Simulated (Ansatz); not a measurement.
LiSi$_{2}$

```xyz
12
Lattice="3.6816 0.0000 0.0000 0.0000 7.7766 0.0000 0.0000 0.0000 5.6404" Properties=species:S:1:pos:R:3 pbc="T T T"
Li    0.0000    0.3093    4.2303
Li    1.8408    4.1976    4.2303
Li    0.0000    7.4673    1.4101
Li    1.8408    3.5790    1.4101
Si    0.0000    2.6765    3.0470
Si    1.8408    6.5647    3.0470
Si    0.0000    5.1001    0.2268
Si    1.8408    1.2118    0.2268
Si    0.0000    2.6765    5.4136
Si    1.8408    6.5647    5.4136
Si    0.0000    5.1001    2.5934
Si    1.8408    1.2118    2.5934
```

Space group Cmcm; a structure generated by program, which may or may not match a known phase; changed on purpose from its base cell (volume × 0.88, shape and atoms relaxed); computed pressure about 11 GPa in this cell.

Level of theory: Ansatz 0.2.0, DFT PBE, scalar-relativistic, plane waves, PAW.

What will maps of the valence pseudo-density and electron localisation function show?

Si–Si (2.37 Å): ρ at the midpoint is about 0.54 e/Å³; the ELF peaks at about 0.90 between the atoms.
Li–Si (2.65 Å): the density is about 0.18 e/Å³ at the midpoint; the ELF is about 0.35 at the midpoint.
Si–Si (2.47 Å): ρ at the midpoint is about 0.44 e/Å³; the ELF peaks at about 0.80 between the atoms.
Li–Si (2.65 Å): ρ at the midpoint is about 0.18 e/Å³; the ELF is about 0.35 at the midpoint.

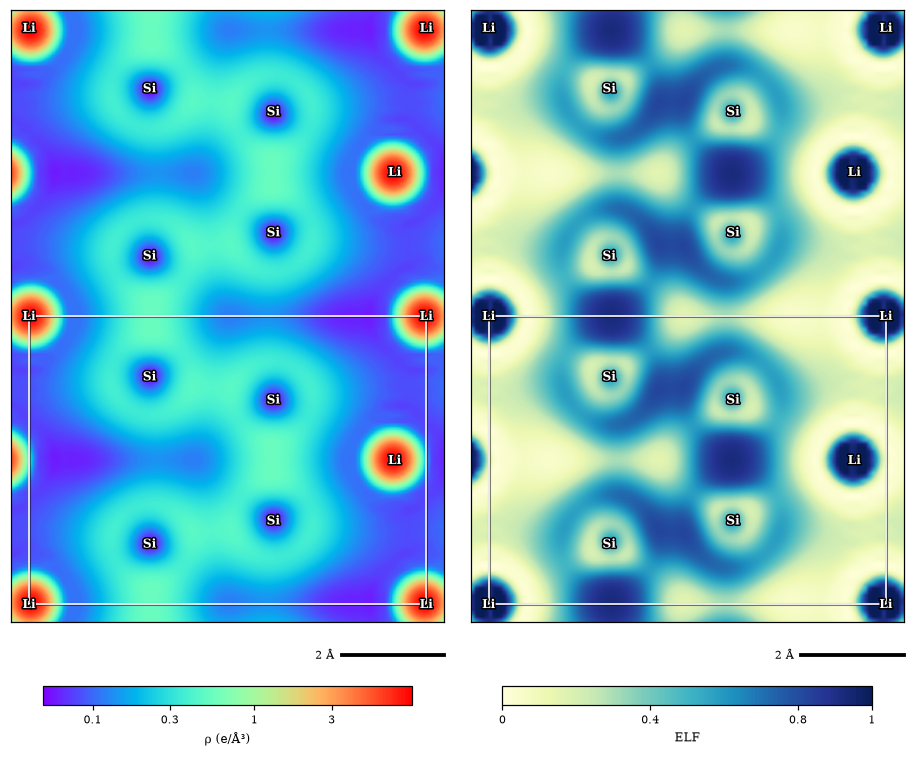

Computed valence pseudo-density and electron localisation function on the (100) plane of the conventional cell, in this order. 

Core electrons are frozen (PAW), and the valence fields are smoothed inside the atomic spheres.
